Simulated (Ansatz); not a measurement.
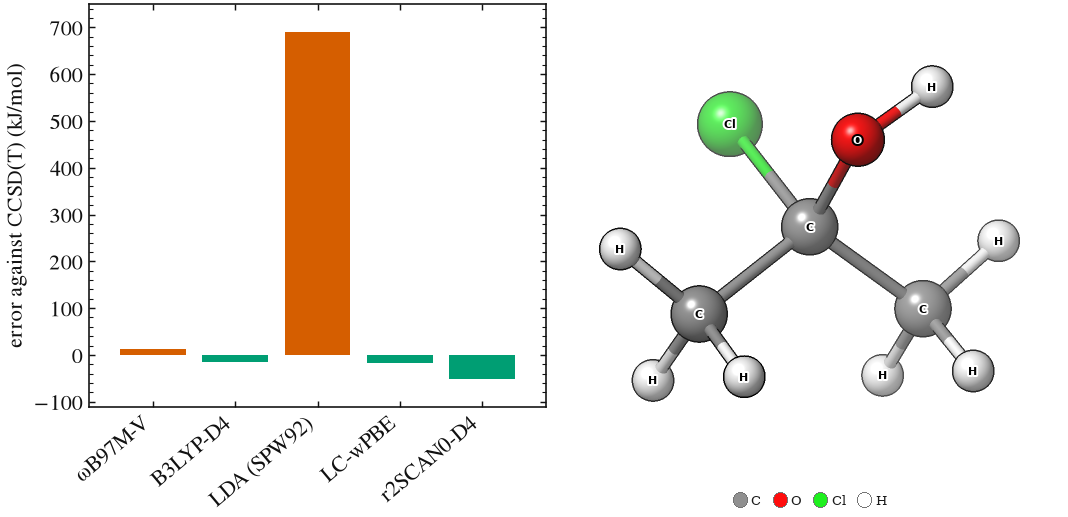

Error in the electronic atomisation energy (method less reference, so positive means overbinding) of C₃H₇ClO, SMILES CC(C)(O)Cl: functionals in def2-TZVPP against frozen-core CCSD(T) at the limit (MP2 extrapolated from triple and quadruple zeta, plus CCSD(T) less MP2 in a smaller set), which gives 4581.2 kJ/mol, at a PBE0-D4/def2-TZVP geometry (a minimum by its frequencies), no zero-point or spin-orbit term, the Ansatz code. The reference leaves out core correlation, a term that grows with the number of heavy atoms. No dispersion term is added to LC-wPBE.

Question: Which of these levels overbind, and which underbind?

Answer: Overbind: LDA (SPW92). Underbind: r2SCAN0-D4. Within 25 kJ/mol of zero, too close to call in view of what the reference leaves out: ωB97M-V, B3LYP-D4 and LC-wPBE.

Question: What range do the values span?

Answer: From −51.8 kJ/mol (r2SCAN0-D4) to 689.4 kJ/mol (LDA (SPW92)).
